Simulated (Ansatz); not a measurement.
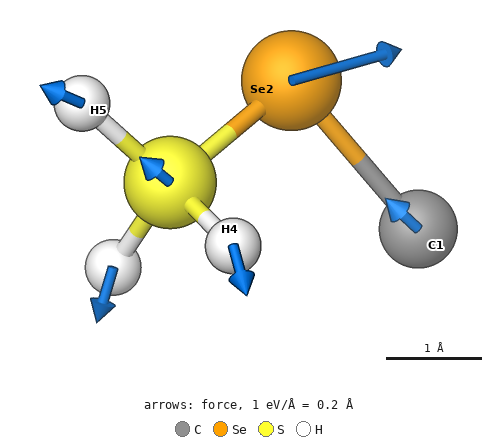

Starting geometry of CH₃SSe (charge −1) with the computed forces as blue arrows. The picture is a ball-and-stick view, seen at a tilt.

It is one of the separated reactants of a reaction.

Method: RKS PBE-D4/def2-SVPD in Ansatz.

Input
```yaml
crystal:
  periodic: [false, false, false]
  atoms:
    - {symbol: C, position_ang: [1.073052, -1.919151, 1.295578]}
    - {symbol: Se, position_ang: [1.389417, 0.066843, 0.439696]}
    - {symbol: S, position_ang: [-0.375422, 0.415555, -0.329072]}
    - {symbol: H, position_ang: [-1.307473, 0.386110, 0.660885]}
    - {symbol: H, position_ang: [-0.356717, 1.639868, -0.920940]}
    - {symbol: H, position_ang: [-0.659708, -0.546373, -1.247482]}
basis:
  gaussian: {orbitals: def2-SVPD}
total_charge: -1
hamiltonian: {xc: pbe, dispersion: d4}
relax: {f_tol: 0.03, max_steps: 250}
```

Run as
```bash
ansatz run in.yaml --threads 2 --pin off --events-out ev --progress --plain --max-ram 4352MiB
```

### Is this structure relaxed? If not, where do the atoms go?

It isn't relaxed: the largest force vector, on Se2, is 7.44 eV/Å. The final displacements follow the starting forces only in part (cosine between the two patterns 0.33). The largest move after the best rigid fit is that of C1, 2.20 Å. By element the largest moves are C 2.20 Å, H 1.32 Å, S 0.92 Å, Se 0.51 Å. Among the contacts that change: C1–H4 3.374 → 1.106 Å, C1–S3 3.192 → 1.876 Å, Se2–S3 1.956 → 3.246 Å, S3–H4 1.360 → 2.436 Å. New bonds form: C1–H4 (3.37 → 1.11 Å), C1–H6 (3.37 → 1.11 Å), C1–S3 (3.19 → 1.88 Å). Bonds break: S3–H4 (1.36 → 2.44 Å), S3–H6 (1.36 → 2.40 Å), Se2–S3 (1.96 → 3.25 Å). Over 42 accepted moves (43 points after the start) the energy falls by 1220.4 kJ/mol. The largest force component goes from 5.5 to 0.025 eV/Å. The line search rejected the trial step at point 40 of the run. The run took about 2.5 core-minutes on a shared host.
